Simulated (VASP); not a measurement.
# Sr2ZnSbN with PBEsol: from relaxation to properties, part 4 of 4

What structure does Sr2ZnSbN take at this level, and what are its properties? The cell is invented: it takes the structure of a Materials Project entry for Sr2ZnSb2 (space group 187 there), with some of its atoms replaced by other elements, volume scaled by an estimate. It may not be a known or stable phase.

VASP 6.6.1; PBEsol; plane waves and PAW (Sb, Sr_sv, Zn, N); invented cell.

So far, gap on the k-mesh (eV): step 2 (rough relaxation of the start cell) 0.604; step 3 (relaxing cell and atoms (PBEsol)) 0.364; step 4 (density, ELF and potential (PBEsol)) 0.365; step 6 (density of states (PBEsol)) 0.375; step 7 (core-level energies (PBEsol)) 0.364. The relaxed cell has a = 4.171, c = 8.255 Å (conventional setting).

**8. Optical spectrum (PBEsol)**

LOPTICS sums transitions from filled to empty bands. The mesh is finer than in the run before. NBANDS is raised for it.

File INCAR:

```
SYSTEM = Sr2ZnSbN
PREC = Accurate
ENCUT = 520
EDIFF = 1E-06
NELM = 100
ISMEAR = 0
SIGMA = 0.05
LREAL = .FALSE.
ALGO = Normal
GGA = PS
NBANDS = 61
LORBIT = 11
LWAVE = .FALSE.
LCHARG = .FALSE.
KPAR = 2
LOPTICS = .TRUE.
NEDOS = 1500
CSHIFT = 0.1
```

File POSCAR:

```
Sr2ZnSbN
1.0
    4.1713346955      0.0000000000      0.0000000000
   -2.0856673477      3.6124822935      0.0000000000
    0.0000000000      0.0000000000      8.2546526155
Sb Sr Zn N
1 2 1 1
Direct
    0.0000000000      0.0000000000      0.0000000000
    0.3333333300      0.6666666700      0.6756948073
    0.3333333300      0.6666666700      0.3243051927
    0.6666666700      0.3333333300      0.0000000000
    0.6666666700      0.3333333300      0.5000000000
```

File KPOINTS:

```
Automatic mesh
0
Gamma
11 11 5
0 0 0
```

The projector-augmented-wave data sets are Sb, Sr_sv, Zn and N (PBE family, release 64).

Command:

```sh
mpirun -np 2 vasp_std
```

Log:

```text
[... set-up lines as in an earlier step ...]
 entering main loop
       N       E                     dE             d eps       ncg     rms          rms(c)
DAV:   1     0.303341773745E+03    0.30334E+03   -0.15704E+04  5856   0.670E+02
DAV:   2     0.112592459391E+02   -0.29208E+03   -0.26498E+03  6128   0.201E+02
DAV:   3    -0.232497504350E+02   -0.34509E+02   -0.33180E+02  7494   0.634E+01
DAV:   4    -0.247331178570E+02   -0.14834E+01   -0.14543E+01  8512   0.110E+01
DAV:   5    -0.247539799026E+02   -0.20862E-01   -0.20854E-01  7408   0.121E+00    0.211E+01
DAV:   6    -0.211869945927E+02    0.35670E+01   -0.17052E+01  7824   0.202E+01    0.203E+01
DAV:   7    -0.203847651470E+02    0.80223E+00   -0.30007E+00  6697   0.450E+00    0.115E+01
DAV:   8    -0.202287888512E+02    0.15598E+00   -0.21049E+00  6372   0.357E+00    0.252E+00
DAV:   9    -0.201288865620E+02    0.99902E-01   -0.56042E-01  6951   0.173E+00    0.749E-01
DAV:  10    -0.201293228944E+02   -0.43633E-03   -0.20344E-02  6768   0.354E-01    0.443E-01
DAV:  11    -0.201295340460E+02   -0.21115E-03   -0.11193E-03  6854   0.119E-01    0.124E-01
DAV:  12    -0.201294820148E+02    0.52031E-04   -0.29193E-04  7152   0.760E-02    0.519E-02
DAV:  13    -0.201294888812E+02   -0.68664E-05   -0.43004E-05  6902   0.314E-02    0.214E-02
DAV:  14    -0.201294881099E+02    0.77132E-06   -0.16380E-05  6915   0.795E-03    0.676E-03
DAV:  15    -0.201294878848E+02    0.22508E-06   -0.12800E-06  5884   0.449E-03
   1 F= -.20129488E+02 E0= -.20129488E+02  d E =-.351441E-09
 optical routines
 imaginary and real dielectric function
 recalculating local potential from charge density
 direction            1
 direction            2
 direction            3
```

It took 69 s on 2 MPI ranks of Intel Xeon 6975P-C (Granite Rapids), shared host; peak memory 1.5 GiB.

OUTCAR, selected parts (step 8):

```text
   k-points           NKPTS =     48   k-points in BZ     NKDIM =     48   number of bands    NBANDS=     61

   NELECT =      42.0000    total number of electrons

 E-fermi :   3.4446

 k-point     2 :       0.0909   -0.0000    0.0000
  band No.  band energies     occupation
    ...
     17       2.0051      2.00000
     18       2.5650      2.00000
     19       2.7765      2.00000
     20       2.8483      2.00000
     21       3.1108      2.00000
     22       4.6187      0.00000
     23       5.4226      0.00000
     24       6.1599      0.00000
     25       6.5632      0.00000
     26       7.0087      0.00000
    ...

  Total        0.0021367      0.0021367      0.0060635      0.0000000     -0.0000000      0.0000000
  in kB        0.0275216      0.0275216      0.0781012      0.0000000     -0.0000000      0.0000000
  external PRESSURE =       0.0443815 kB  Pullay stress =       0.0000000 kB

 POSITION                                       TOTAL-FORCE (eV/Angst)
 -----------------------------------------------------------------------------------
      0.00000      0.00000      0.00000        -0.000000      0.000000      0.000000
     -0.00000      2.40832      5.57763        -0.000000      0.000000      0.004026
     -0.00000      2.40832      2.67703         0.000000      0.000000     -0.004026
      2.08567      1.20416      0.00000         0.000000     -0.000000      0.000000
      2.08567      1.20416      4.12733        -0.000000      0.000000      0.000000
 -----------------------------------------------------------------------------------
    total drift:                                0.000014     -0.000000      0.000000

  FREE ENERGIE OF THE ION-ELECTRON SYSTEM (eV)
  ---------------------------------------------------
  free  energy   TOTEN  =       -20.1294878848 eV

  energy  without entropy=      -20.1294878845  energy(sigma->0) =      -20.12948788

 plasma frequency squared (from intraband transitions) (eV^2)
  --------------------------------------------------------------------------------------
       0.000       0.000      -0.000
       0.000       0.000       0.000
      -0.000       0.000       0.000

[... 9 parts as in an earlier step ...]

[... 7 further parts left out ...]
```

With so small a gap the low-energy part of the spectrum hangs on the few k-points near the gap and is not converged. These are independent-particle spectra without excitons or local fields, and fine structure depends on the mesh and on CSHIFT.

Numbers from this step:

```yaml
scf_cycles: 15
bands: 61
irreducible_k_points: 48
free_energy_toten: -20.13 eV
fermi_energy: 3.445 eV
pressure: 0.004438 GPa
conduction_bottom_at_k: 0.3636, 0.2727, 0.4
least_direct_gap_at_k: 0.3636, 0.2727, 0.4
gap_on_the_k_mesh: 0.375 eV
least_direct_gap_on_the_k_mesh: 0.7179 eV
```

The imaginary dielectric function has structure finer than the step of the table below, so its rows give means over 2 eV, whole bins alone (the curve runs from 0 to 25.0 eV). Peaks (eV: height): xx 3.2: 22.4; zz 1.5: 13.8, 5.2: 9.30, 19.4: 1.99.

Table of imaginary dielectric function by photon energy; means over each step:

| photon energy (eV) | xx | zz |
| --- | --- | --- |
| 2 | 9.14 | 8.84 |
| 4 | 12.1 | 5.09 |
| 6 | 3.96 | 7.28 |
| 8 | 1.99 | 2.37 |
| 10 | 1.00 | 0.853 |
| 12 | 0.577 | 0.741 |
| 14 | 0.407 | 0.391 |
| 16 | 0.289 | 0.316 |
| 18 | 0.464 | 0.657 |
| 20 | 0.866 | 1.55 |
| 22 | 1.41 | 1.29 |

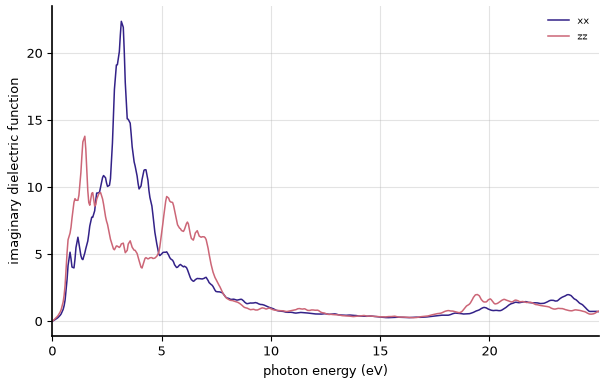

Imaginary dielectric function against photon energy.

The real dielectric function by photon energy:

| photon energy (eV) | xx | zz |
| --- | --- | --- |
| 0 | 14.3 | 14.5 |
| 1 | 15.0 | 14.6 |
| 2 | 14.3 | 6.13 |
| 3 | 9.85 | 3.56 |
| 4 | -1.40 | 2.74 |
| 5 | -2.55 | 5.77 |
| 6 | -1.77 | 0.407 |
| 7 | -1.44 | -2.62 |
| 8 | -1.30 | -2.21 |
| 9 | -0.704 | -0.986 |
| 10 | -0.613 | -0.344 |
| 11 | -0.151 | 0.166 |
| 12 | 0.112 | 0.110 |
| 13 | 0.271 | 0.289 |
| 14 | 0.439 | 0.591 |
| 15 | 0.601 | 0.733 |
| 16 | 0.817 | 0.923 |
| 17 | 1.04 | 1.27 |
| 18 | 1.20 | 1.48 |
| 19 | 1.32 | 1.88 |
| 20 | 1.14 | 0.929 |
| 21 | 1.42 | 0.633 |
| 22 | 0.904 | 0.177 |
| 23 | 0.706 | 0.170 |
| 24 | -0.337 | 0.133 |

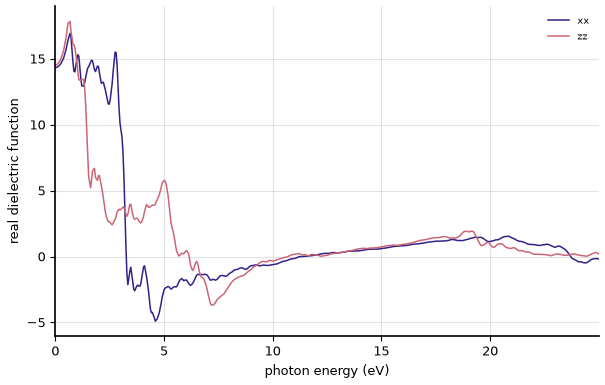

Real dielectric function, plotted against photon energy.

This mesh misses the point of the least direct gap (0.52 eV in the band run), so the true onset lies lower. The mean of ε2 over directions passes 5 % of its top at 0.50 eV, against a least direct gap of 0.72 eV on this mesh; what lies under the gap is the tail of the broadening by CSHIFT. The indirect gap (0.20 eV in the band run) doesn't show, since phonons are left out.

**9. Total energy, forces and stress (PBEsol), changed input**

A single point gives energy, forces and stress at these settings. Some settings are moved from the usual, to see what they do.

INCAR: that of step 8 with these lines changed.

```diff
@@ -10,3 +10,3 @@
 GGA = PS
-NBANDS = 61
+NBANDS = 27
 LORBIT = 11
@@ -15,4 +15,3 @@
 KPAR = 2
-LOPTICS = .TRUE.
-NEDOS = 1500
-CSHIFT = 0.1
+ISIF = 2
+AMIX = 0.8
```

POSCAR is that of step 8.

File KPOINTS:

```
Automatic mesh
0
Gamma
6 6 3
0 0 0
```

Command:

```sh
mpirun -np 2 vasp_std
```

Log:

```text
[... set-up lines as in an earlier step ...]
 entering main loop
       N       E                     dE             d eps       ncg     rms          rms(c)
DAV:   1     0.335629764240E+03    0.33563E+03   -0.19242E+04   756   0.152E+03
DAV:   2     0.148851269484E+02   -0.32074E+03   -0.31225E+03   826   0.371E+02
DAV:   3    -0.225824942742E+02   -0.37468E+02   -0.37051E+02  1013   0.115E+02
DAV:   4    -0.246596685400E+02   -0.20772E+01   -0.20710E+01  1160   0.210E+01
DAV:   5    -0.247359376655E+02   -0.76269E-01   -0.76214E-01  1117   0.399E+00    0.211E+01
DAV:   6    -0.354244683828E+02   -0.10689E+02   -0.21295E+02   985   0.860E+01    0.282E+01
DAV:   7    -0.203673954372E+02    0.15057E+02   -0.10420E+02   980   0.318E+01    0.130E+01
DAV:   8    -0.203930630444E+02   -0.25668E-01   -0.10356E+01   874   0.240E+01    0.562E+00
DAV:   9    -0.201140124294E+02    0.27905E+00   -0.29122E+00  1021   0.184E+01    0.208E+00
DAV:  10    -0.201162263049E+02   -0.22139E-02   -0.30982E-01   980   0.636E+00    0.931E-01
DAV:  11    -0.201141651601E+02    0.20611E-02   -0.66084E-02  1069   0.276E+00    0.428E-01
DAV:  12    -0.201101242153E+02    0.40409E-02   -0.45904E-02  1120   0.113E+00    0.262E-01
DAV:  13    -0.201096651933E+02    0.45902E-03   -0.35542E-03  1037   0.330E-01    0.974E-02
DAV:  14    -0.201096605860E+02    0.46073E-05   -0.23725E-04   970   0.834E-02    0.611E-02
DAV:  15    -0.201096429835E+02    0.17602E-04   -0.10658E-04  1000   0.455E-02    0.185E-02
DAV:  16    -0.201096430863E+02   -0.10275E-06   -0.97267E-06   978   0.196E-02
   1 F= -.20109643E+02 E0= -.20109643E+02  d E =-.519336E-10
```

The job ended after 13 s (2 MPI ranks; peak memory 0.53 GiB; 25 s of CPU time).

Parts of OUTCAR (step 9):

```text
   k-points           NKPTS =     14   k-points in BZ     NKDIM =     14   number of bands    NBANDS=     27

   NELECT =      42.0000    total number of electrons

 E-fermi :   3.4699

 k-point     1 :       0.0000    0.0000    0.0000
  band No.  band energies     occupation
    ...
     17       2.6779      2.00000
     18       2.6779      2.00000
     19       2.7575      2.00000
     20       3.2666      2.00000
     21       3.2666      2.00000
     22       4.3738      0.00000
     23       4.9481      0.00000
     24       6.2187      0.00000
     25       6.2187      0.00000
     26       6.5804      0.00000
    ...

  Total        0.0015384      0.0015384     -0.0339024      0.0000000      0.0000000      0.0000000
  in kB        0.0198148      0.0198148     -0.4366784      0.0000000      0.0000000      0.0000000
  external PRESSURE =      -0.1323496 kB  Pullay stress =       0.0000000 kB

 POSITION                                       TOTAL-FORCE (eV/Angst)
 -----------------------------------------------------------------------------------
      0.00000      0.00000      0.00000         0.000000      0.000000      0.000000
     -0.00000      2.40832      5.57763        -0.000000      0.000000      0.005881
     -0.00000      2.40832      2.67703        -0.000000      0.000000     -0.005881
      2.08567      1.20416      0.00000        -0.000000      0.000000      0.000000
      2.08567      1.20416      4.12733         0.000000     -0.000000      0.000000
 -----------------------------------------------------------------------------------
    total drift:                                0.000014     -0.000000      0.000000

  FREE ENERGIE OF THE ION-ELECTRON SYSTEM (eV)
  ---------------------------------------------------
  free  energy   TOTEN  =       -20.1096430863 eV

  energy  without entropy=      -20.1096430862  energy(sigma->0) =      -20.10964309

[... 6 parts as in an earlier step ...]

[... 10 further parts left out ...]
```

AMIX acts on the way to self-consistency or on speed; a fully converged result doesn't depend on them, though slow mixing can meet EDIFF with the stress still off.

This step gave:

- SCF cycles: 16
- bands: 27
- irreducible k-points: 14
- free energy (TOTEN): -20.11 eV
- Fermi energy: 3.470 eV
- pressure: -0.01323 GPa
- conduction bottom at k: 0.3333, 0.3333, 0.3333
- least direct gap at k: 0.3333, 0.3333, 0.3333
- gap on the k-mesh: 0.4149 eV
- least direct gap on the k-mesh: 0.8068 eV

Against the sound run “Density, ELF and potential (PBEsol)”, the energy at zero smearing moves by +2.1 meV an atom, the pressure by -0.03 GPa and the gap by +0.05 eV.

**10. Outcome**

```json
{
  "relaxed volume": "24.88 Å³/atom",
  "relaxed conventional cell a, b, c": "4.171, 4.171, 8.255 Å; angles 90.0, 90.0, 120.0°",
  "space group after relaxing, within 0.02 Å": "P-6m2 (No. 187)",
  "band gap": "0.204 eV, indirect (least direct gap of that run 0.522 eV)",
  "gap among the points of the DOS mesh alone, an upper bound": "0.375 eV",
  "shallowest level of the frozen cores": "Sb1 4d, 28.4 eV deep",
  "strongest peak of ε2, mean over directions": "3.16 eV"
}
```

With PBEsol, Sr2ZnSbN relaxes to 24.88 Å³/atom in space group P-6m2 (held by the symmetry of the run) and has an indirect gap of 0.204 eV. Bands along the symmetry lines (PBEsol): On this path the gap is indirect, 0.20 eV, with the valence top at Γ and the conduction bottom at H. The least direct gap is 0.52 eV. Spin-orbit coupling is left out, and with elements this heavy it would split and shift bands near the edges, and it can change the kind of a small gap. No search among competing phases was made. All values are for a static lattice at zero temperature.

[Lines on the potential files, build, host, timing and source positions are cut from VASP's logs without a mark.]

[Logs are printed without paths, hosts, clocks, repeated set-up lines and the standing remarks that a program may print on its own settings, such as how far it seeks lower states.]

[Hosts, paths, dates, database ids (printed as entryN), source tags and the programs' standing remarks are cut or masked in the printed files.]

[A measured line is paired with the nearest computed mode of its activity, which favours agreement.]
